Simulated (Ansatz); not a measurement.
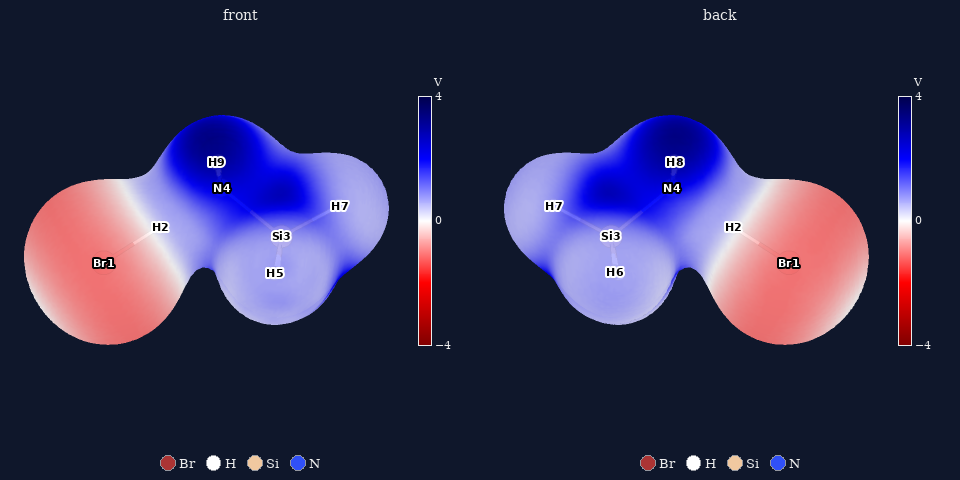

Figure. HBr···H5NSi (SMILES Br.[SiH3]N). The molecular electrostatic potential painted on the density surface at 0.004 e/bohr³, seen from the front and from behind; the colour scale runs from red (negative) to blue (positive).

Geometry: PBE0-D4/def2-TZVP.

All numbers below come from Ansatz, RKS PBE0-D4/def2-TZVPPD.

```yaml
atoms:
  - { symbol: Br, position_ang: [-1.1650, -0.5202, -2.7967] }
  - { symbol: H, position_ang: [-0.2733, -0.2097, -1.6282] }
  - { symbol: Si, position_ang: [-0.2468, 0.0455, 1.1400] }
  - { symbol: N, position_ang: [0.7127, 0.1350, -0.3288] }
  - { symbol: H, position_ang: [-1.3334, 1.0415, 1.0015] }
  - { symbol: H, position_ang: [-0.7766, -1.3345, 1.2200] }
  - { symbol: H, position_ang: [0.5405, 0.3429, 2.3668] }
  - { symbol: H, position_ang: [1.4555, -0.5477, -0.4151] }
  - { symbol: H, position_ang: [1.0864, 1.0473, -0.5593] }
```

Question: Where is the surface potential most negative and most positive?

Answer: The most negative region (about −1.0 V) lies over Br1, the most positive (about +3.2 V) over H8 and H9.
